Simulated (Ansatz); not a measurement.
## Nudged elastic band of C$_{3}$H$_{11}$ClSi$_{2}$

C$_{3}$H$_{11}$ClSi$_{2}$, SMILES C[SiH2]CC([SiH3])Cl, computed with RKS PBE0/STO-3G (Ansatz 0.2.0).

It belongs to a series of runs on one base structure; here: band between the two ends. Figures and captions count atoms from 1; the log counts them from 0 in places.

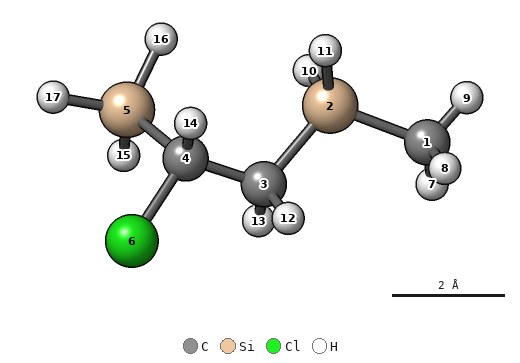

Fig. 1: The structure as given in the input (ball-and-stick view, seen at a tilt; atoms are numbered from 1 in the order of the input).

### The input
```yaml
crystal:
  periodic: [false, false, false]
  atoms:
    - { symbol: C, position_ang: [-2.154618, -1.762406, -0.828537] }
    - { symbol: Si, position_ang: [-0.878707, -0.933374, 0.253811] }
    - { symbol: C, position_ang: [-0.129593, 0.536976, -0.658727] }
    - { symbol: C, position_ang: [0.684036, 1.491832, 0.243008] }
    - { symbol: Si, position_ang: [2.289394, 0.794002, 0.964712] }
    - { symbol: Cl, position_ang: [1.127455, 3.014406, -0.733592] }
    - { symbol: H, position_ang: [-1.710372, -2.122496, -1.761127] }
    - { symbol: H, position_ang: [-2.962788, -1.072632, -1.088831] }
    - { symbol: H, position_ang: [-2.600981, -2.621632, -0.319016] }
    - { symbol: H, position_ang: [0.16148, -1.874629, 0.59583] }
    - { symbol: H, position_ang: [-1.490604, -0.463732, 1.475106] }
    - { symbol: H, position_ang: [-0.945415, 1.108894, -1.121353] }
    - { symbol: H, position_ang: [0.505898, 0.179969, -1.479549] }
    - { symbol: H, position_ang: [0.036528, 1.880038, 1.047861] }
    - { symbol: H, position_ang: [3.091194, 0.248057, -0.101958] }
    - { symbol: H, position_ang: [1.95707, -0.249366, 1.905332] }
    - { symbol: H, position_ang: [3.001123, 1.845593, 1.647132] }
basis:
  gaussian: { orbitals: STO-3G }
hamiltonian:
  xc: pbe0
neb:
  order_check: false
  images: 7
  f_tol: 0.05
  max_iterations: 50
  initial_path: idpp
  spring: { min: 2.0, max: 10.0 }
  final_atoms:
    - { symbol: C, position_ang: [-2.06286806, -1.10043687, 0.19133771] }
    - { symbol: Si, position_ang: [-0.41875071, -1.40656193, -0.64083187] }
    - { symbol: C, position_ang: [0.38094487, 0.20755142, -1.19994167] }
    - { symbol: C, position_ang: [0.47021914, 1.29825931, -0.10978428] }
    - { symbol: Si, position_ang: [1.61261303, 0.92685208, 1.35403197] }
    - { symbol: Cl, position_ang: [1.06055582, 2.88186906, -0.89215978] }
    - { symbol: H, position_ang: [-2.74032444, -0.5386997, -0.45873304] }
    - { symbol: H, position_ang: [-1.94589182, -0.53489541, 1.12046293] }
    - { symbol: H, position_ang: [-2.55191688, -2.04676579, 0.44107956] }
    - { symbol: H, position_ang: [-0.60652092, -2.22749033, -1.81411318] }
    - { symbol: H, position_ang: [0.4681, -2.09829214, 0.26502176] }
    - { symbol: H, position_ang: [-0.19851616, 0.60752309, -2.04305082] }
    - { symbol: H, position_ang: [1.3870285, -0.00390471, -1.58572522] }
    - { symbol: H, position_ang: [-0.54353417, 1.54934349, 0.24621687] }
    - { symbol: H, position_ang: [2.90739835, 0.53049246, 0.85886448] }
    - { symbol: H, position_ang: [1.0372852, -0.14803813, 2.12711166] }
    - { symbol: H, position_ang: [1.72527824, 2.10269409, 2.18031492] }
```

Machine: 1 thread of Arm Neoverse V2, 24 GiB of memory available, shared host.

Run as:
```bash
ansatz run input.yaml --threads 1 --pin off --max-ram 2048MiB --backend cpu --events-out ev --progress --plain --runs-dir out
```

### What the program printed
```
Engine: ansatz 0.2.0, aarch64-unknown-linux-gnu
Functional definition: PBE0
  parameter a = 0.25
  parameter kappa = 0.804
  parameter beta = 0.06672455060314922
  exchange = (1 - a)*pbe_x(kappa = kappa, mu = beta*pi^2/3) + a*exact_x
  correlation = pbe_c(beta = beta)
731 factors; integrals over basis functions are off by at most 1.2e-5 eV
mean field evaluation 1: about -31196.8823 eV, gradient 2.2e1 eV
mean field evaluation 2: about -31197.4427 eV, gradient 1.9e1 eV
mean field evaluation 4: about -31198.6664 eV, gradient 3.6e-1 eV
mean field evaluation 8: about -31198.6178 eV, gradient 1.0e-2 eV
mean field -31198.61775902 eV, -1146.5280554613 hartree, gradient 7.9e-6 eV, S^2 0.000000; 0 other end points of the search recorded, 0 dependent functions left out
the calculation of the forces begins
reference -31198.61778117 eV, -1146.5280562755 hartree; 37, 37 occupied and 16, 16 virtual orbitals, 731 factors
735 factors; integrals over basis functions are off by at most 3.6e-5 eV
mean field evaluation 16: about -31197.4379 eV, gradient 1.9e1 eV
mean field -31198.61064842 eV, -1146.5277941514 hartree, gradient 1.1e-5 eV, S^2 0.000000; 0 other end points of the search recorded, 0 dependent functions left out
[... from here on the field's lines of each further geometry are left out, up to the last ...]
NEB iter   1: max|band force component| = 2.010e0 eV/Å  barrier→ = 0.3689 eV  barrier← = 0.3618 eV  Δτ_max = 0.2000 Å  (196 SCF iters)
NEB iter   2: max|band force component| = 8.145e-1 eV/Å  barrier→ = 0.0930 eV  barrier← = 0.0859 eV  Δτ_max = 0.1085 Å  (174 SCF iters)
NEB iter   3: max|band force component| = 3.419e-1 eV/Å  barrier→ = 0.0671 eV  barrier← = 0.0600 eV  CI = image 4  Δτ_max = 0.0748 Å  (171 SCF iters)
NEB iter   4: max|band force component| = 9.215e-2 eV/Å  barrier→ = 0.0611 eV  barrier← = 0.0540 eV  CI = image 4  Δτ_max = 0.0889 Å  (168 SCF iters)
NEB iter   5: max|band force component| = 7.040e-2 eV/Å  barrier→ = 0.0568 eV  barrier← = 0.0497 eV  CI = image 4  Δτ_max = 0.1060 Å  (169 SCF iters)
NEB iter   6: max|band force component| = 6.495e-2 eV/Å  barrier→ = 0.0545 eV  barrier← = 0.0474 eV  CI = image 4  Δτ_max = 0.1110 Å  (168 SCF iters)
NEB iter   7: max|band force component| = 3.250e-2 eV/Å  barrier→ = 0.0526 eV  barrier← = 0.0455 eV  CI = image 4  Δτ_max = 0.0867 Å  (168 SCF iters)
NEB iter   8: max|band force component| = 4.478e-1 eV/Å  barrier→ = 0.0519 eV  barrier← = 0.0448 eV  CI = image 4  Δτ_max = 0.1970 Å  (24 SCF iters)
NEB iter   9: max|band force component| = 1.225e-1 eV/Å  barrier→ = 0.0515 eV  barrier← = 0.0444 eV  CI = image 4  Δτ_max = 0.0725 Å  (167 SCF iters)
NEB iter  10: max|band force component| = 6.384e-2 eV/Å  barrier→ = 0.0515 eV  barrier← = 0.0444 eV  CI = image 4  Δτ_max = 0.0104 Å  (167 SCF iters)
the calculation of the forces begins
reference -31198.59858508 eV, -1146.5273508319 hartree; 37, 37 occupied and 16, 16 virtual orbitals, 733 factors
732 factors; integrals over basis functions are off by at most 3.2e-5 eV
mean field -31198.56628791 eV, -1146.5261639330 hartree, gradient 6.5e-5 eV, S^2 0.000000; 1 other end points of the search recorded, 0 dependent functions left out
the calculation of the forces begins
reference -31198.56630982 eV, -1146.5261647381 hartree; 37, 37 occupied and 16, 16 virtual orbitals, 732 factors
NEB iter  11: max|band force component| = 1.499e-2 eV/Å  barrier→ = 0.0515 eV  barrier← = 0.0444 eV  CI = image 4  Δτ_max = 0.0000 Å  (282 SCF iters)
```

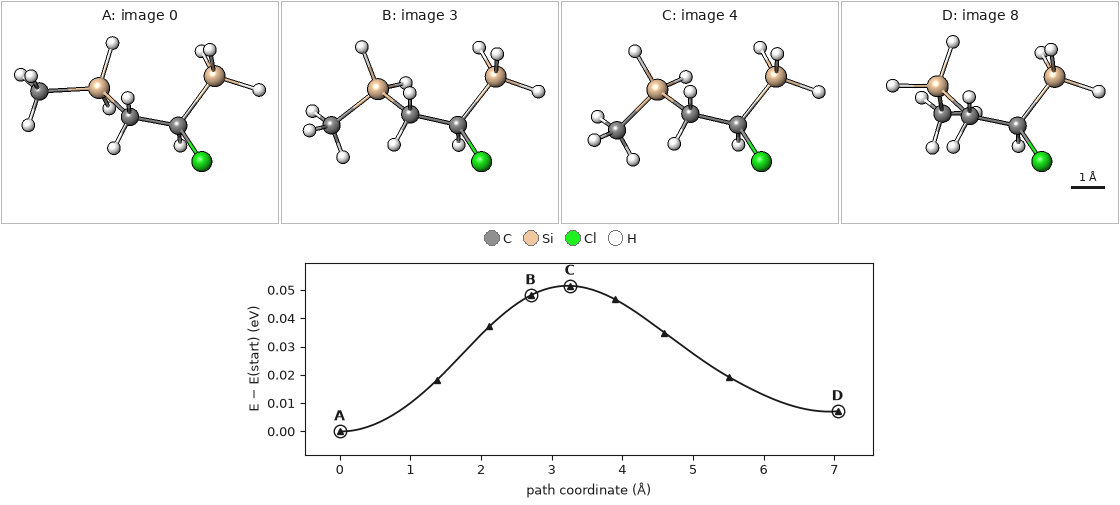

Fig. 2: Images of the last band (counted from 0; ball-and-stick, seen at a tilt) above the energy along the path; the line is a cubic interpolation that uses the forces. The highest image is number 4, 0.051 eV above the start and 0.044 eV above the end (the climbing image); the end lies 0.007 eV above the start. The path is 7.05 Å long. The band converged in 11 iterations.

```
Total energy: -31198.56630982 eV, -1146.5261647381 hartree
Atom 0 at    -2.400291    -1.371080    -0.450305 Å, force    -0.000305     0.001501     0.000455 eV/Å
Atom 1 at    -0.602341    -1.283883     0.047170 Å, force    -0.000193    -0.005201    -0.001494 eV/Å
Atom 2 at     0.269986     0.105099    -0.895313 Å, force    -0.001072     0.001823     0.003012 eV/Å
Atom 3 at     0.609328     1.338402    -0.026502 Å, force     0.000356    -0.001989    -0.004080 eV/Å
Atom 4 at     2.073381     1.131782     1.156149 Å, force     0.002627     0.000738     0.004512 eV/Å
Atom 5 at     1.011572     2.777960    -1.138288 Å, force     0.001323     0.002340    -0.000128 eV/Å
Atom 6 at    -2.506596    -1.570730    -1.520630 Å, force     0.000212     0.000066    -0.000101 eV/Å
Atom 7 at    -2.918357    -0.432030    -0.234166 Å, force    -0.000696    -0.000115    -0.000172 eV/Å
Atom 8 at    -2.918281    -2.168990     0.090258 Å, force     0.000531     0.000266     0.000172 eV/Å
Atom 9 at     0.051184    -2.537671    -0.248207 Å, force     0.000094    -0.000246     0.000179 eV/Å
Atom 10 at    -0.507356    -1.045105     1.468202 Å, force     0.001104     0.001006    -0.000688 eV/Å
Atom 11 at    -0.387327     0.427500    -1.713929 Å, force    -0.000290    -0.000023     0.000253 eV/Å
Atom 12 at     1.187289    -0.271712    -1.365241 Å, force    -0.000371    -0.000330     0.000618 eV/Å
Atom 13 at    -0.290613     1.676360     0.515165 Å, force     0.000308    -0.000338     0.000681 eV/Å
Atom 14 at     3.250834     0.812328     0.387930 Å, force    -0.001184    -0.000106    -0.001583 eV/Å
Atom 15 at     1.792709     0.055032     2.075460 Å, force    -0.001569    -0.000337    -0.000688 eV/Å
Atom 16 at     2.265978     2.356239     1.892349 Å, force    -0.000877     0.000943    -0.000949 eV/Å
Dipole moment:    -0.127327    -0.465150     0.303366 e Å
this run last wrote the band of iteration 11 to [file]; this run last wrote the band within `neb.f_tol` of iteration 7 to [file]
```

### The last band as extended XYZ (Å, eV, eV/Å)
```
17
Properties=species:S:1:pos:R:3:forces:R:3 image=0 energy=-31198.61776
C    -2.1546   -1.7624   -0.8285    0.0014   0.0016  -0.0015
Si   -0.8787   -0.9334    0.2538   -0.0012  -0.0001   0.0028
C    -0.1296    0.5370   -0.6587    0.0029   0.0032  -0.0031
C     0.6840    1.4918    0.2430   -0.0012  -0.0032   0.0045
Si    2.2894    0.7940    0.9647   -0.0025  -0.0030  -0.0019
Cl    1.1275    3.0144   -0.7336   -0.0006   0.0001  -0.0023
H    -1.7104   -2.1225   -1.7611   -0.0004  -0.0003   0.0001
H    -2.9628   -1.0726   -1.0888    0.0001  -0.0002   0.0001
H    -2.6010   -2.6216   -0.3190    0.0005   0.0002   0.0007
H     0.1615   -1.8746    0.5958    0.0006  -0.0012  -0.0006
H    -1.4906   -0.4637    1.4751   -0.0005   0.0004   0.0011
H    -0.9454    1.1089   -1.1214    0.0001   0.0003   0.0000
H     0.5059    0.1800   -1.4795   -0.0003  -0.0003  -0.0005
H     0.0365    1.8800    1.0479   -0.0008   0.0016   0.0001
H     3.0912    0.2481   -0.1020    0.0020   0.0012   0.0002
H     1.9571   -0.2494    1.9053    0.0005  -0.0008   0.0005
H     3.0011    1.8456    1.6471   -0.0007   0.0005  -0.0004
17
Properties=species:S:1:pos:R:3:forces:R:3 image=1 energy=-31198.59960
C    -2.3060   -1.6221   -0.6798    0.0027  -0.0045  -0.0020
Si   -0.7353   -1.0658    0.1631   -0.0039   0.0070   0.0049
C     0.0311    0.3760   -0.7881   -0.0026   0.0015   0.0001
C     0.6691    1.4474    0.1235    0.0012   0.0016  -0.0001
Si    2.2174    0.9160    1.0732    0.0023  -0.0011  -0.0009
Cl    1.1261    2.9324   -0.9026    0.0022  -0.0001   0.0019
H    -2.1188   -1.9321   -1.7119    0.0058  -0.0054  -0.0018
H    -3.0449   -0.8156   -0.7030    0.0000  -0.0050  -0.0057
H    -2.7549   -2.4694   -0.1528    0.0024  -0.0039  -0.0021
H     0.2083   -2.1572    0.2317    0.0006   0.0053   0.0063
H    -1.0347   -0.6372    1.5097   -0.0077   0.0048   0.0011
H    -0.7533    0.8553   -1.3889   -0.0045   0.0043   0.0044
H     0.7819    0.0026   -1.4963   -0.0050   0.0034  -0.0016
H    -0.0932    1.8379    0.8191    0.0027   0.0024   0.0027
H     3.2403    0.5226    0.1367   -0.0012  -0.0055  -0.0034
H     1.8761   -0.2049    1.9168   -0.0003  -0.0016  -0.0015
H     2.6720    2.0137    1.8899    0.0053  -0.0033  -0.0021
17
Properties=species:S:1:pos:R:3:forces:R:3 image=2 energy=-31198.58067
C    -2.3686   -1.5180   -0.5934    0.0009  -0.0042  -0.0018
Si   -0.6822   -1.1485    0.1186   -0.0050   0.0019   0.0050
C     0.1292    0.2668   -0.8388   -0.0021   0.0045   0.0011
C     0.6543    1.4050    0.0649   -0.0002  -0.0003  -0.0029
Si    2.1763    0.9935    1.1118    0.0055   0.0009   0.0003
Cl    1.0907    2.8752   -0.9914    0.0038  -0.0002   0.0027
H    -2.3050   -1.7983   -1.6488    0.0045  -0.0054  -0.0028
H    -3.0248   -0.6456   -0.5197   -0.0013  -0.0049  -0.0053
H    -2.8492   -2.3419   -0.0574    0.0024  -0.0037  -0.0023
H     0.1565   -2.3226    0.0489    0.0026   0.0053   0.0066
H    -0.8206   -0.7708    1.5058   -0.0057   0.0070   0.0010
H    -0.6120    0.6884   -1.5307   -0.0053   0.0038   0.0041
H     0.9500   -0.1162   -1.4584   -0.0051   0.0025  -0.0018
H    -0.1652    1.7790    0.7019    0.0026   0.0030   0.0026
H     3.2708    0.6475    0.2397   -0.0004  -0.0050  -0.0030
H     1.8645   -0.1296    1.9637   -0.0011  -0.0022  -0.0029
H     2.5164    2.1357    1.9232    0.0040  -0.0030  -0.0005
17
Properties=species:S:1:pos:R:3:forces:R:3 image=3 energy=-31198.56965
C    -2.3972   -1.4355   -0.5234   -0.0002  -0.0005   0.0020
Si   -0.6445   -1.2171    0.0832    0.0005  -0.0060   0.0008
C     0.2050    0.1796   -0.8694   -0.0020   0.0122   0.0004
C     0.6355    1.3689    0.0194   -0.0011  -0.0042  -0.0037
Si    2.1323    1.0609    1.1365    0.0057   0.0030   0.0012
Cl    1.0524    2.8253   -1.0642    0.0028  -0.0010   0.0019
H    -2.4228   -1.6815   -1.5889    0.0031  -0.0030  -0.0024
H    -2.9811   -0.5216   -0.3788   -0.0021  -0.0026  -0.0032
H    -2.9020   -2.2418    0.0173    0.0017  -0.0017  -0.0017
H     0.0990   -2.4420   -0.0997    0.0011   0.0016   0.0054
H    -0.6609   -0.9017    1.4925   -0.0040   0.0041  -0.0003
H    -0.4932    0.5515   -1.6311   -0.0038   0.0019   0.0013
H     1.0784   -0.2052   -1.4112   -0.0039   0.0002  -0.0001
H    -0.2263    1.7253    0.6090    0.0012   0.0021   0.0013
H     3.2714    0.7365    0.3144   -0.0001  -0.0035  -0.0013
H     1.8425   -0.0462    2.0163   -0.0006  -0.0008  -0.0020
H     2.3926    2.2440    1.9182    0.0017  -0.0016   0.0004
17
Properties=species:S:1:pos:R:3:forces:R:3 image=4 energy=-31198.56629
C    -2.4003   -1.3711   -0.4503   -0.0003   0.0015   0.0005
Si   -0.6023   -1.2839    0.0472   -0.0002  -0.0052  -0.0015
C     0.2700    0.1051   -0.8953   -0.0011   0.0018   0.0030
C     0.6093    1.3384   -0.0265    0.0004  -0.0020  -0.0041
Si    2.0734    1.1318    1.1561    0.0026   0.0007   0.0045
Cl    1.0116    2.7780   -1.1383    0.0013   0.0023  -0.0001
H    -2.5066   -1.5707   -1.5206    0.0002   0.0001  -0.0001
H    -2.9184   -0.4320   -0.2342   -0.0007  -0.0001  -0.0002
H    -2.9183   -2.1690    0.0903    0.0005   0.0003   0.0002
H     0.0512   -2.5377   -0.2482    0.0001  -0.0002   0.0002
H    -0.5074   -1.0451    1.4682    0.0011   0.0010  -0.0007
H    -0.3873    0.4275   -1.7139   -0.0003   0.0000   0.0003
H     1.1873   -0.2717   -1.3652   -0.0004  -0.0003   0.0006
H    -0.2906    1.6764    0.5152    0.0003  -0.0003   0.0007
H     3.2508    0.8123    0.3879   -0.0012  -0.0001  -0.0016
H     1.7927    0.0550    2.0755   -0.0016  -0.0003  -0.0007
H     2.2660    2.3562    1.8923   -0.0009   0.0009  -0.0009
17
Properties=species:S:1:pos:R:3:forces:R:3 image=5 energy=-31198.57105
C    -2.3828   -1.3002   -0.3553   -0.0001  -0.0045  -0.0021
Si   -0.5512   -1.3605    0.0039   -0.0025   0.0065   0.0078
C     0.3421    0.0243   -0.9213    0.0044   0.0075  -0.0038
C     0.5726    1.3025   -0.0810   -0.0014  -0.0122   0.0047
Si    1.9927    1.2126    1.1683   -0.0063   0.0041  -0.0031
Cl    0.9501    2.7266   -1.2211    0.0008  -0.0004  -0.0050
H    -2.5800   -1.4411   -1.4221   -0.0039   0.0038   0.0021
H    -2.8182   -0.3407   -0.0609    0.0045   0.0024   0.0047
H    -2.9144   -2.0875    0.1876   -0.0012   0.0022   0.0017
H    -0.0091   -2.6293   -0.4227   -0.0016  -0.0009  -0.0068
H    -0.3306   -1.2241    1.4243    0.0053  -0.0061  -0.0014
H    -0.2629    0.2891   -1.7989    0.0011  -0.0029  -0.0028
H     1.3046   -0.3359   -1.3064    0.0022   0.0009  -0.0013
H    -0.3676    1.6092    0.4085   -0.0026  -0.0010  -0.0043
H     3.2109    0.9099    0.4589    0.0009  -0.0011   0.0075
H     1.7194    0.1680    2.1260    0.0023   0.0012   0.0013
H     2.1055    2.4766    1.8522   -0.0020   0.0006   0.0010
17
Properties=species:S:1:pos:R:3:forces:R:3 image=6 energy=-31198.58285
C    -2.3448   -1.2263   -0.2328   -0.0001  -0.0001  -0.0052
Si   -0.4980   -1.4311   -0.0464   -0.0014  -0.0006   0.0131
C     0.4099   -0.0488   -0.9566   -0.0008   0.0083  -0.0043
C     0.5405    1.2664   -0.1526    0.0014  -0.0157   0.0036
Si    1.8887    1.2809    1.1772   -0.0074   0.0075   0.0013
Cl    0.9277    2.6637   -1.3224    0.0021  -0.0012  -0.0050
H    -2.6422   -1.2831   -1.2841   -0.0054   0.0055   0.0038
H    -2.6852   -0.2624    0.1569    0.0052   0.0022   0.0060
H    -2.8824   -2.0116    0.3071    0.0019   0.0023   0.0028
H    -0.0856   -2.6949   -0.6106   -0.0014   0.0009  -0.0109
H    -0.1438   -1.4178    1.3532    0.0086  -0.0044  -0.0024
H    -0.1435    0.1622   -1.8817    0.0018  -0.0038  -0.0046
H     1.4073   -0.3894   -1.2632    0.0019  -0.0001  -0.0005
H    -0.4381    1.5516    0.2704   -0.0018  -0.0012  -0.0057
H     3.1527    0.9754    0.5544   -0.0011  -0.0006   0.0069
H     1.5873    0.2826    2.1749   -0.0012  -0.0001   0.0001
H     1.9308    2.5821    1.7963   -0.0022   0.0011   0.0010
17
Properties=species:S:1:pos:R:3:forces:R:3 image=7 energy=-31198.59856
C    -2.2722   -1.1410   -0.0581    0.0018  -0.0012  -0.0015
Si   -0.4393   -1.4953   -0.1145   -0.0008  -0.0003  -0.0003
C     0.4761   -0.1147   -1.0163   -0.0042   0.0035   0.0073
C     0.5193    1.2327   -0.2588    0.0062  -0.0065  -0.0003
Si    1.7334    1.3297    1.1914   -0.0054  -0.0064   0.0045
Cl    0.9973    2.5834   -1.4497    0.0029   0.0048  -0.0067
H    -2.6876   -1.0537   -1.0664   -0.0024   0.0042   0.0042
H    -2.4885   -0.2091    0.4723    0.0032   0.0014   0.0051
H    -2.8094   -1.9453    0.4535    0.0020   0.0023   0.0021
H    -0.2002   -2.7252   -0.8326   -0.0006  -0.0006  -0.0035
H     0.0755   -1.6394    1.2267    0.0056  -0.0037  -0.0037
H    -0.0260    0.0451   -1.9802    0.0007  -0.0009  -0.0020
H     1.4996   -0.4365   -1.2491    0.0013   0.0016   0.0000
H    -0.4979    1.5201    0.0579   -0.0013  -0.0014  -0.0056
H     3.0500    0.9791    0.7196   -0.0019   0.0013   0.0028
H     1.3240    0.4012    2.2176   -0.0040   0.0002   0.0011
H     1.7270    2.6682    1.7267   -0.0032   0.0017  -0.0036
17
Properties=species:S:1:pos:R:3:forces:R:3 image=8 energy=-31198.61065
C    -2.0742   -1.0130    0.4192    0.0012   0.0031  -0.0006
Si   -0.4242   -1.5157   -0.2980   -0.0006  -0.0044  -0.0056
C     0.3952   -0.0826   -1.2104   -0.0005  -0.0007   0.0064
C     0.4826    1.2329   -0.4055   -0.0004   0.0030  -0.0016
Si    1.6064    1.2085    1.1184    0.0035   0.0006  -0.0026
Cl    1.0947    2.5851   -1.5302    0.0012   0.0033   0.0005
H    -2.7399   -0.6155   -0.3527    0.0037  -0.0019   0.0031
H    -1.9620   -0.2460    1.1911   -0.0009  -0.0028  -0.0030
H    -2.5740   -1.8714    0.8779   -0.0005   0.0017  -0.0005
H    -0.6069   -2.5879   -1.2482    0.0000  -0.0006   0.0047
H     0.4472   -1.9808    0.7555   -0.0038   0.0004  -0.0021
H    -0.1720    0.1118   -2.1307    0.0003   0.0005   0.0020
H     1.4034   -0.3847   -1.5236   -0.0015   0.0002   0.0005
H    -0.5326    1.5665   -0.1306    0.0023  -0.0014   0.0001
H     2.9028    0.6993    0.7457   -0.0009  -0.0011  -0.0005
H     1.0138    0.3484    2.1150    0.0010  -0.0008  -0.0007
H     1.7207    2.5447    1.6471   -0.0040   0.0010  -0.0002
```

### Summary

| quantity | value |
| --- | --- |
| outcome | converged |
| barrier, forward | 0.051 eV |
| barrier, backward | 0.044 eV |
| wall time | 5.3 min |
| peak memory | 0.15 GiB |

### Notes

The order of the saddle point was not checked.
